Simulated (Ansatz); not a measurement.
# Ni (Ni, fcc): the cost of one run

Program: Ansatz 0.2.0. Level of theory: DFT r²SCAN, plane waves with PAW, scalar-relativistic. These are calculated values, not measurements.

### 1 Starting point

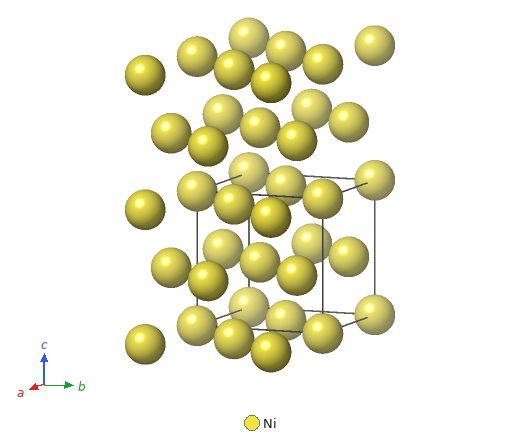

Start, viewed slightly off an axis; nickel yellow. 2×1×2 conventional cells are drawn; the run uses a primitive one. Any atoms on the faces are drawn again on the opposite ones.

Structure file:

```cif
data_structure
_symmetry_space_group_name_H-M 'Fm-3m'
_symmetry_Int_Tables_number 225
_cell_length_a 3.4761
_cell_length_b 3.4761
_cell_length_c 3.4761
_cell_angle_alpha 90.000
_cell_angle_beta 90.000
_cell_angle_gamma 90.000
_cell_volume 42.00
loop_
_atom_site_label
_atom_site_type_symbol
_atom_site_symmetry_multiplicity
_atom_site_Wyckoff_symbol
_atom_site_fract_x
_atom_site_fract_y
_atom_site_fract_z
_atom_site_occupancy
Ni1 Ni 4 a 0.00000 0.00000 0.00000 1
```

The atoms start with moments of +0.81 μB.

### 2 With a width of 0.01 eV

The run at 0.01 eV.

The input, input.yaml:

```yaml
crystal:
  lattice:
    - [0.0, 1.7380692641, 1.7380692641]
    - [1.7380692641, 0.0, 1.7380692641]
    - [1.7380692641, 1.7380692641, 0.0]
  atoms:
    - { symbol: Ni, position: [0.0, 0.0, 0.0], spin: 0.807 }
hamiltonian:
  xc: r2scan
  pseudopotentials:
    kind: paw
    azcp:
      Ni: "pseudopotentials/Ni.paw.azcp"
basis:
  ecutwfc: 500
  fft_grid_basis: typed
kpoints:
  mp_grid: { grid: [15, 15, 15], shift: [0, 0, 0] }
magnetization:
  spin_polarized: true
scf:
  occupations: { method: methfessel_paxton, width: 0.01 }
  lower_state_search: "off"
output:
  stress: true
```

Command:

```
> ansatz run input.yaml --threads 2 --pin off --max-ram 5120MiB --backend cpu --events-out ev --progress --plain --runs-dir out
```

**Question.** How long does this run take on 2 threads of Intel Xeon Platinum 8488C (Sapphire Rapids), shared host, and how much memory does it need?

About 6.3 s, with a peak of 0.35 GiB.
